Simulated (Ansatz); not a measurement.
Start from PbSe in the rock salt structure (space group Fm-3m, No. 225; a = 6.178 Å). Axes: x, y, z lie along the cube axes.

Now apply this change: the symmetric strain tensor [0.0024 -0.0050 0.0048; -0.0050 -0.0083 0.0013; 0.0048 0.0013 0.0023], atoms relaxed at fixed cell.

Level of theory: DFT with r2SCAN, PAW potentials and a 500 eV plane-wave cutoff in Ansatz (a program for electronic structure), spin-orbit coupling left out.

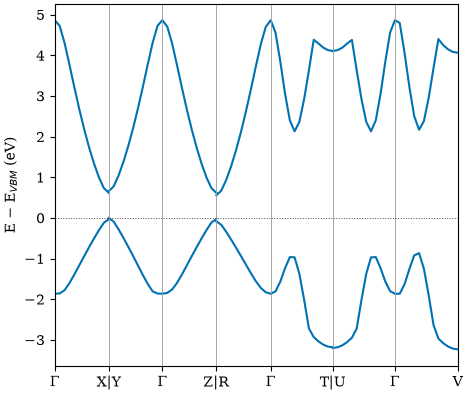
Highest valence and lowest conduction band along the path of the changed cell's own zone

**Question.** From the figure, how large is the changed gap, and is it direct?

**Answer.** About 0.6 eV, indirect, Y → R.

With Pb present, leaving out spin-orbit coupling can change the band edges. No phonon test of stability was made. k-point labels follow each cell's own Brillouin zone.
